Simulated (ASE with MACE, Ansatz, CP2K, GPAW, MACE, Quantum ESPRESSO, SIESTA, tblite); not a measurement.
**Machine-learned potentials on amorphous Si (76 atoms): settings against a plane-wave reference**

Wanted: machine-learned potentials inputs and outputs for amorphous Si (76 atoms), checked against a plane-wave reference.

Program: ASE with MACE. Level of theory: the method is named at each step. Results are calculated unless marked as measured.

### Step 1. The starting structure

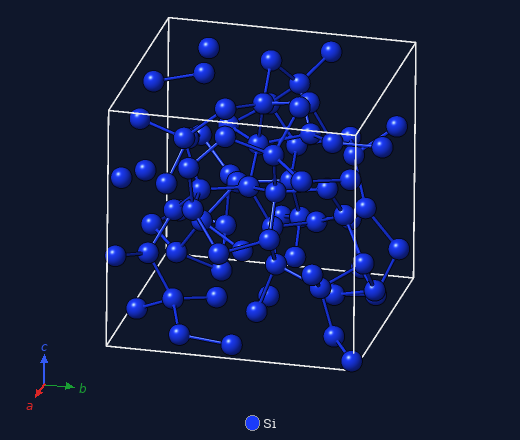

The cell as given, slightly off an axis (silicon blue). Bonds to atoms that aren't drawn are left out. Some periodic images of atoms are drawn too.

The cell holds 76 atoms: 76 Si. Its edges and angles: a = 11.521 Å, b = 11.521 Å, c = 11.521 Å, α = 90.0°, β = 90.0°, γ = 90.0°. 76 atoms (76 Si) placed at random at 2.32 g/cm³, melted at 3500 K for 10 ps at fixed volume with the Tersoff potential (Tersoff, Phys. Rev. B 39, 5566 (1989)). Quenched from 3100 K to 500 K at 10 K/ps and fixed volume, annealed at 900 K for 50 ps, held 5 ps. Then every atom was moved at random, 0.05 Å r.m.s. a Cartesian component.

The yardstick, on the same geometry:

* method: Kohn-Sham DFT, PBE, PAW, plane waves (Ansatz 0.2.0); cutoff 420 eV, Γ point, fermi-dirac smearing of 0.05 eV; PAW set soft_2
* r.m.s. force component: 0.9372 eV/Å
* longest force: 4.062 eV/Å
* pressure: 0.3203 GPa
* SCF cycles: 10
* time: 5.6 s on 8 threads of Arm Neoverse V2, shared host
* CPU time: 40 s

### Step 2. MACE MPA-0 medium potential

Method: machine-learned interatomic potential MACE MPA-0 medium, trained on PBE(+U) plane-wave data.

File run.py:

```python
import numpy as np
from ase.io import read
import mlip  # loads the published weights by name

atoms = read("structure.xyz")
atoms.calc = mlip.calc("mace-mpa-0-medium")
energy = atoms.get_potential_energy()
forces = atoms.get_forces()
print(f"energy {energy:.6f} eV")
print("forces (eV/A)")
for i, (a, f) in enumerate(zip(atoms, forces)):
    print(f"{i:4d} {a.symbol:2s} {f[0]:10.5f} {f[1]:10.5f} {f[2]:10.5f}")
stress = -atoms.get_stress(voigt=False) * 160.21766
print("stress (GPa, compression positive)")
for row in stress:
    print(" ".join(f"{x:10.4f}" for x in row))
```

File structure.xyz:

```xyz
76
Lattice="11.52060 0.00000 0.00000 0.00000 11.52060 0.00000 0.00000 0.00000 11.52060" Properties=species:S:1:pos:R:3 pbc="T T T"
Si 11.02533 3.27968 0.70575
Si 7.44772 4.14442 1.22280
Si 0.78709 0.76842 2.48914
Si 3.35872 3.37842 0.84308
Si 10.29884 3.67599 6.57918
Si 8.02179 0.56866 0.51670
Si 7.95083 3.44155 6.61329
Si 5.72194 9.05439 8.61545
Si 2.39075 6.78794 3.42070
Si 2.48211 9.28053 6.75130
Si 9.97880 7.16835 5.34083
Si 9.45115 7.20026 9.27961
Si 2.92854 2.37290 10.21255
Si 1.42383 5.07552 8.41568
Si 11.45770 0.61163 8.27179
Si 3.31194 3.63440 7.95152
Si 3.42554 10.59515 0.42891
Si 0.33306 1.96035 10.37200
Si 8.85416 6.34267 1.29918
Si 11.17003 5.75281 0.52684
Si 3.20998 10.02500 4.52921
Si 6.05822 11.17245 1.74733
Si 3.62484 4.14730 5.33991
Si 7.68505 2.61149 8.94206
Si 11.11588 8.92708 8.83273
Si 2.48499 6.71697 9.98456
Si 7.45417 4.46032 10.47096
Si 3.85963 7.58217 8.16407
Si 5.06964 8.18700 4.39707
Si 6.26617 8.07721 10.69204
Si 4.55905 1.56484 2.01576
Si 5.18911 2.87070 3.94154
Si 3.87138 5.71399 0.03157
Si 0.74193 7.76212 10.95528
Si 3.67680 0.84630 4.94672
Si 11.35977 11.39791 0.40046
Si 8.85473 2.44363 1.52636
Si 1.36266 3.26494 4.71239
Si 1.35125 3.07174 2.21553
Si 6.63218 6.51236 4.58681
Si 5.66468 11.36634 8.61338
Si 8.47029 7.08160 7.06835
Si 6.36905 9.79090 5.41180
Si 9.20865 9.37938 2.91679
Si 0.63006 5.48703 2.64559
Si 3.66885 0.20553 9.87603
Si 5.80108 5.83173 10.22419
Si 7.65705 0.54181 9.65242
Si 1.27798 9.38307 0.77741
Si 7.44507 10.96266 3.58821
Si 9.47097 10.10737 0.72925
Si 8.81729 1.25978 3.62438
Si 8.61614 8.19276 11.38973
Si 5.71295 4.90040 2.88960
Si 5.16054 9.07339 0.95794
Si 0.18237 8.56522 6.65153
[... 16 atom lines left out ...]
Si 0.18594 1.61162 6.03841
Si 2.37900 1.53662 6.72527
Si 7.79541 9.32742 7.20809
Si 8.60796 7.17215 3.60825
```

Run with:

```
> OMP_NUM_THREADS=1 python run.py > output.txt
```

The log of the run:

```text
energy -386.963411 eV
forces (eV/A)
   0 Si   -0.22849   -0.21727   -0.02680
   1 Si   -0.69001    2.19604    0.88378
   2 Si   -0.34796    0.31475   -1.10628
   3 Si    0.00173   -0.05826   -0.41745
   4 Si    0.32752   -0.79962    0.13251
   5 Si   -0.69793   -1.51919   -0.63566
   6 Si    1.68315    1.30794    3.24035
   7 Si    0.71283   -0.19706   -0.19867
   8 Si   -0.29061   -0.06668    0.34889
   9 Si    0.04325    0.18490    0.42554
  10 Si    1.41530   -0.39868    0.57576
  11 Si    0.26921    0.49852   -0.02093
  12 Si   -1.01699    0.43955   -0.19835
  13 Si    0.35694   -0.09937    0.51832
  14 Si    0.14260   -0.21696    0.11452
  15 Si   -0.36538   -0.25820    0.15356
  16 Si   -0.72885   -1.01102    0.03461
  17 Si    0.96286   -0.58523   -0.14914
  18 Si    0.29884   -0.81424    0.71307
  19 Si   -1.07635    0.62768    0.12396
  20 Si    0.18589   -0.77434   -0.10812
  21 Si    0.59980    0.46772   -0.58069
  22 Si   -0.37622   -0.25528    0.08487
  23 Si    0.09052    2.22329   -0.79183
[...]
68 Si   -0.25394    0.34518   -0.09444
  69 Si    0.76289   -0.49082   -1.18736
  70 Si   -1.39292    0.96934    0.72874
  71 Si   -0.03669   -0.23936   -0.45982
  72 Si   -1.17068    0.65681    0.17378
  73 Si    0.72355    0.31972    0.65922
  74 Si   -0.16277   -0.13747    0.39284
  75 Si   -0.44825    0.27331   -2.06922
stress (GPa, compression positive)
    0.4282    -0.8028     0.7055
   -0.8028    -0.1213     1.1479
    0.7055     1.1479    -0.5257
```

It took 6.8 s on 1 thread of Arm Neoverse V2, shared host; peak memory 0.87 GiB.

Banners, paths, timers and routine set-up lines are dropped from the logs unmarked, and long logs keep their key lines alone; longer cuts are marked.

Against the reference:

```
r.m.s. force component                  : 0.8117 eV/Å
r.m.s. difference of force components   : 223.2 meV/Å
longest difference of force vectors     : 727.1 meV/Å
force difference over r.m.s. force      : 23.81 %
slope of forces against the reference's : 0.8467
correlation of force components         : 0.9776
pressure                                : -0.0729 GPa
pressure difference                     : -0.3932 GPa
```

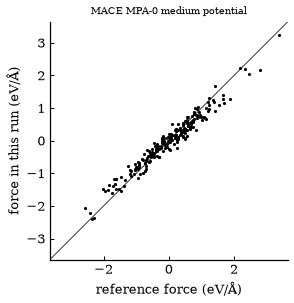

Force components against those of the reference; the line marks equality.

The surroundings of Si26, picked at random, nearest first, numbered as they follow in the input and with coordinates relative to it.

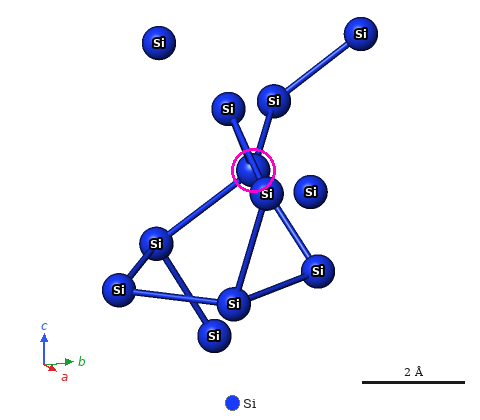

The atoms of the table, within 3.8 Å (arrows a, b, c point along x, y, z); some may hide others; the central atom is ringed.

```csv
atom,x,y,z,distance (Å),bonds,Fx,Fy,Fz (eV/Å)
Si26,0.00,0.00,0.00,0.00,4,0.21,-0.71,-1.02
Si34,-1.74,1.05,0.97,2.25,4,-1.49,-0.98,-1.38
Si33,1.39,-1.00,1.57,2.32,4,0.30,-0.50,1.19
Si28,1.37,0.87,-1.82,2.44,5,-0.16,0.53,-0.47
Si14,-1.06,-1.64,-1.57,2.51,4,0.36,-0.10,0.52
Si47,3.32,-0.89,0.24,3.44,4,-1.55,0.99,-0.87
Si57,2.53,-1.29,-2.11,3.54,4,-0.07,0.27,0.78
Si20,-2.84,-0.96,2.06,3.64,5,-1.08,0.63,0.12
Si49,-1.21,2.67,2.31,3.73,4,0.65,2.18,1.10
Si69,-1.20,-0.39,-3.53,3.75,4,-0.25,0.35,-0.09
Si16,0.83,-3.08,-2.03,3.78,5,-0.37,-0.26,0.15
Si25,-2.89,2.21,-1.15,3.82,4,-0.61,-0.32,1.27
```

Atoms are counted from 1 here, from 0 in the log.

Forces lie 24 % from the reference's, at 0.17 times its CPU time (on 1 against 8 cores).

### Step 3. MACE MP-0b2 small potential

Method: machine-learned interatomic potential MACE MP-0b2 small, trained on PBE(+U) plane-wave data.

Edit run.py of step 2 so:

```diff
@@ -5,3 +5,3 @@
 atoms = read("structure.xyz")
-atoms.calc = mlip.calc("mace-mpa-0-medium")
+atoms.calc = mlip.calc("mace-mp-0b2-small")
 energy = atoms.get_potential_energy()
```

structure.xyz is that of step 2.

The log of the run:

```text
energy -386.984170 eV
forces (eV/A)
   0 Si   -0.18700   -0.13290    0.06277
   1 Si   -0.39599    1.30948    0.44019
   2 Si   -0.11259    0.24428   -0.69982
   3 Si    0.01810   -0.11307   -0.32910
   4 Si    0.36557   -0.54928    0.08252
   5 Si   -0.41998   -1.10730   -0.42997
   6 Si    1.12491    1.01132    2.19925
   7 Si    0.46339   -0.19446    0.01328
   8 Si   -0.15471    0.06598    0.09486
   9 Si   -0.00245    0.14199    0.30179
  10 Si    1.03026   -0.21959    0.45927
  11 Si    0.15401    0.30033   -0.01780
  12 Si   -0.57911    0.30869   -0.00595
  13 Si    0.33323   -0.09180    0.29130
  14 Si    0.09667   -0.07034    0.02055
  15 Si   -0.18948   -0.13910    0.11959
  16 Si   -0.36179   -0.60494   -0.08065
  17 Si    0.61299   -0.23609   -0.19693
  18 Si    0.19727   -0.53417    0.48882
  19 Si   -0.54005    0.37877    0.07404
  20 Si    0.07860   -0.37304   -0.12285
  21 Si    0.45005    0.35318   -0.30222
  22 Si   -0.28254   -0.17553    0.05960
  23 Si   -0.02603    1.82092   -0.51901
[...]
68 Si   -0.16884    0.25261   -0.12138
  69 Si    0.40489   -0.24841   -0.76577
  70 Si   -0.99539    0.67307    0.56095
  71 Si   -0.05047   -0.06406   -0.16434
  72 Si   -0.83140    0.29088    0.07779
  73 Si    0.47992    0.15655    0.42299
  74 Si   -0.21876   -0.16444    0.23374
  75 Si   -0.22432    0.16886   -1.39271
stress (GPa, compression positive)
    0.6478    -0.4610     0.3897
   -0.4610     0.4860     0.6868
    0.3897     0.6868     0.2799
```

Wall time 5.4 s (1 thread); peak memory 0.67 GiB.

Against the reference:

| Property | Result |
| --- | --- |
| r.m.s. force component | 0.5535 eV/Å |
| r.m.s. difference of force components | 422.1 meV/Å |
| longest difference of force vectors | 1490 meV/Å |
| force difference over r.m.s. force | 45.04 % |
| slope of forces against the reference's | 0.5729 |
| correlation of force components | 0.9702 |
| pressure | 0.4712 GPa |
| pressure difference | 0.1509 GPa |

Against the first run (24 %), the force difference from the reference is 45 %, at 0.79 times the CPU time.

### Step 4. MACE MP-0b3 medium potential

Method: machine-learned interatomic potential MACE MP-0b3 medium, trained on PBE(+U) plane-wave data.

Edit run.py of step 3 so:

```diff
@@ -5,3 +5,3 @@
 atoms = read("structure.xyz")
-atoms.calc = mlip.calc("mace-mp-0b2-small")
+atoms.calc = mlip.calc("mace-mp-0b3-medium")
 energy = atoms.get_potential_energy()
```

structure.xyz is that of step 3.

The log of the run:

```text
energy -386.712636 eV
forces (eV/A)
   0 Si   -0.11803   -0.21080    0.04608
   1 Si   -0.42958    1.48761    0.48235
   2 Si   -0.12676    0.26426   -0.99433
   3 Si   -0.05090   -0.17398   -0.29553
   4 Si    0.24450   -0.64109   -0.06494
   5 Si   -0.53697   -1.27078   -0.42322
   6 Si    1.32203    1.34594    2.79581
   7 Si    0.49569   -0.24487   -0.01408
   8 Si   -0.25182    0.12522    0.25256
   9 Si    0.02281    0.10926    0.27974
  10 Si    1.07280   -0.37318    0.46226
  11 Si    0.24375    0.40132   -0.03675
  12 Si   -0.73044    0.37309   -0.12808
  13 Si    0.47952   -0.11160    0.45030
  14 Si    0.14365    0.01857    0.06769
  15 Si   -0.32343   -0.09211    0.01250
  16 Si   -0.50781   -0.76995   -0.07232
  17 Si    0.74093   -0.35083   -0.16836
  18 Si    0.33298   -0.64834    0.49533
  19 Si   -0.80175    0.47259    0.04203
  20 Si    0.16242   -0.57202   -0.09907
  21 Si    0.58138    0.48328   -0.43417
  22 Si   -0.22622   -0.18720    0.14021
  23 Si    0.08330    1.83943   -0.75713
[...]
68 Si   -0.21931    0.25182   -0.17398
  69 Si    0.55584   -0.18297   -0.83435
  70 Si   -1.09785    0.83368    0.68004
  71 Si   -0.02737   -0.12984   -0.22844
  72 Si   -0.89141    0.45208    0.15112
  73 Si    0.52920    0.24446    0.47111
  74 Si   -0.16911   -0.25595    0.28385
  75 Si   -0.29987    0.21437   -1.48098
stress (GPa, compression positive)
    0.0920    -0.4823     0.5347
   -0.4823    -0.0756     0.7915
    0.5347     0.7915    -0.1855
```

Run time: 6.6 s. Hardware: 1 thread; peak memory 0.91 GiB.

Numbers from this run, and their distance from the reference:

* r.m.s. force component: 0.6455 eV/Å
* r.m.s. difference of force components: 347 meV/Å
* longest difference of force vectors: 1136 meV/Å
* force difference over r.m.s. force: 37.03 %
* slope of forces against the reference's: 0.6686
* correlation of force components: 0.9708
* pressure: -0.0564 GPa
* pressure difference: -0.3767 GPa

Against the first run (24 %), the force difference from the reference is 37 %, at 0.97 times the CPU time.

### Step 5. All runs compared

Differences are against the plane-wave reference, forces as r.m.s. over components; share is that over the reference's r.m.s. force, slope the least-squares factor from reference forces to these. Total energies of different programs have different zeros and aren't compared.

```csv
run,"Δ force, r.m.s. (meV/Å)",share (%),slope,Δ pressure (GPa),cores,CPU time,memory (GiB)
reference,-,-,-,-,8,40 s,1.4
MACE MPA-0 medium potential,223,23.8,0.847,-0.393,1,6.8 s,0.87
MACE MP-0b2 small potential,422,45.0,0.573,0.151,1,5.4 s,0.67
MACE MP-0b3 medium potential,347,37.0,0.669,-0.377,1,6.6 s,0.91
```

Times of the machine-learned potentials are mostly Python's start and the loading of weights.

CPU time is summed over cores on a shared host, where runs went side by side, so it is rough. Symmetry, cutoffs, thresholds, outputs and thread counts weren't matched or tuned between programs; memory under MPI is the largest rank's times the ranks.

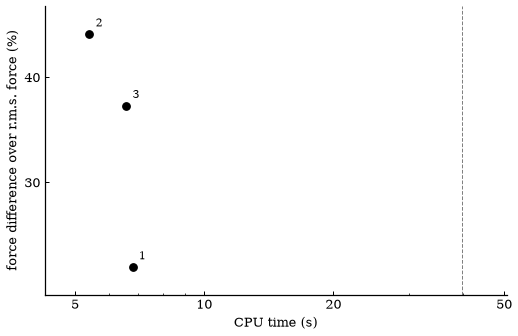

Force difference against CPU time; the dashed line marks the reference's time. Points: 1 MACE MPA-0 medium potential; 2 MACE MP-0b2 small potential; 3 MACE MP-0b3 medium potential.

### Step 6. What came out

| Item | Value |
| --- | --- |
| nearest in forces | MACE MPA-0 medium potential, 24 % |
| its CPU time | 6.8 s |

**Reading.** Machine-learned potentials differ by 24 % (MACE MPA-0 medium potential) to 45 % (MACE MP-0b2 small potential); they were trained on other programs' data. Among those trained on PBE data the slope goes as low as 0.57, which softening far from their training structures can give, though the reference's k-sampling is untested too. Machine-learned potentials mimic data converged in k, so the reference's own k-point error enters their differences. The quench rate of 10 K/ps is many orders above laboratory rates, so the cell is likely richer in defects and strain than a real sample. The network of bonds at the start is that of the classical potential that made the cell, and needn't be the one that DFT or experiment would give. The electronic-structure runs sample only Γ, in a cell whose shortest periodic width is 12 Å, which is coarse for a cell with partly filled levels.

[Also dropped from logs without a mark: logging warnings of Python, and SIESTA's first energy breakdown and zero terms.]

[Logs are printed without paths, hosts, clocks, repeated set-up lines and the standing remarks that a program may print on its own settings, such as how far it seeks lower states.]

[Hosts, paths, dates, database ids (printed as entryN), source tags and the programs' standing remarks are cut or masked in the printed files.]
